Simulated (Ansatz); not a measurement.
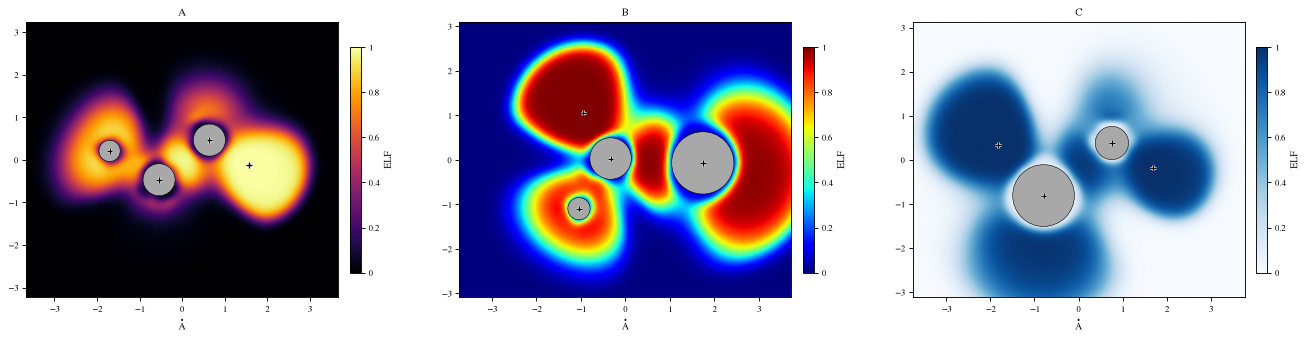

The ELF of 3 systems, each on a plane through atoms (crosses mark nuclei in the plane; grey discs cover the cores).

These are results of Ansatz, isolated molecule in a Gaussian basis; Kohn-Sham density functional theory, functional PBE0, not measurements.

System 1: C$_{2}$H$_{3}$F$_{3}$ (SMILES CC(F)(F)F), the plane of atoms C2, C1 and H7. Geometry: B3LYP-D3(BJ)/def2-SVP.

```xyz
8

C    -1.9638    0.5633   -2.0608
C    -1.4646    0.3660   -0.6551
F    -2.4477   -0.0466    0.1657
F    -0.9675    1.5061   -0.1420
F    -0.4864   -0.5563   -0.6023
H    -1.1358    0.8976   -2.7000
H    -2.3622   -0.3854   -2.4447
H    -2.7580    1.3218   -2.0645
```

System 2: BClFHSi (SMILES FB[Si]Cl), the plane of atoms F3, B1 and Si4. Geometry: B3LYP-D3(BJ)/6-311G**.

```
atom    x (Å)    y (Å)    z (Å)
   B  -0.9034  -0.3930  -1.0647
  Cl   0.4714  -1.3348   1.3477
   F  -0.1251  -0.2666  -2.1383
  Si  -0.3549   0.5320   0.7085
   H  -1.8807  -1.0809  -1.1765
```

System 3: CH$_{4}$ClSi (SMILES C[SiH-]Cl) (charge −1), the plane of atoms C1, Si3 and H7. Geometry: r2SCAN-D4/def2-SVPD.

```json
{"atom": "C", "x (Å)": "-1.1476", "y (Å)": "-0.1856", "z (Å)": "-0.1338"}
{"atom": "Cl", "x (Å)": "-0.1251", "y (Å)": "1.4540", "z (Å)": "-2.6464"}
{"atom": "Si", "x (Å)": "0.0527", "y (Å)": "-0.5938", "z (Å)": "-1.6209"}
{"atom": "H", "x (Å)": "-1.4131", "y (Å)": "-1.1346", "z (Å)": "0.3712"}
{"atom": "H", "x (Å)": "-0.6554", "y (Å)": "0.4546", "z (Å)": "0.6184"}
{"atom": "H", "x (Å)": "-2.0852", "y (Å)": "0.3098", "z (Å)": "-0.4410"}
{"atom": "H", "x (Å)": "-1.0516", "y (Å)": "-1.2399", "z (Å)": "-2.4941"}
```

### Match each panel to its system.

Panel A is system 1, C$_{2}$H$_{3}$F$_{3}$: the plane holds C, F and H. C–F (1.35 Å): the ELF peaks at about 0.80 between the atoms: a shared but strongly polarised pair. Panel B is system 2, BClFHSi: the plane holds B, F, Si and H. B–F (1.33 Å): the ELF peaks at about 0.85 between the atoms; a polar covalent bond. Panel C is system 3, CH$_{4}$ClSi: the plane holds C, Si and H. C–Si (1.95 Å): the ELF peaks at about 0.95 between the atoms; a covalent bond.
